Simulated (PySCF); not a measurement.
# Cl6Ta ([TaCl6]-): the cost of one run

Programs: PySCF 2.14.0, with routines of our own; each step states its level. All values are computed. Atoms count from 0.

## (1) The starting structure

7 atoms, charge -1, multiplicity 1; geometry from: GFN2-xTB.

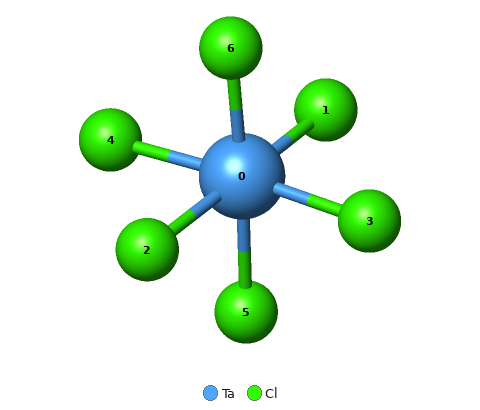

The starting geometry (tantalum blue, chlorine green); sticks join atoms by distance alone.

## (2) Relaxing the molecule at PBE0-D3(BJ)/def2-SVP

The job: settings as JSON, then the geometry in Å.

```
{"job": {"xc": "PBE0", "basis": "def2-SVP", "d3": "d3bj", "grid": 1, "maxiter": 30, "shake": 0.03, "kind": "geom"}, "charge": -1, "multiplicity": 1}
Ta     0.061460    -0.076520     0.012550
Cl    -0.024400    -0.013190     2.350710
Cl    -0.030040     0.011850    -2.382820
Cl     2.456770     0.004410     0.003280
Cl    -2.365140    -0.037110    -0.055780
Cl    -0.031330     2.371560     0.006830
Cl     0.024540    -2.363000    -0.003320
```

On the command line:

```sh
> OMP_NUM_THREADS=1 python heavy_run.py task.json out
```

This one command runs all jobs of the session in turn.

**Question.** How long does this first job take on 1 thread of Arm Neoverse V1, shared host, and how much memory does it need?

About 2.2 min, with a peak of 0.57 GiB.
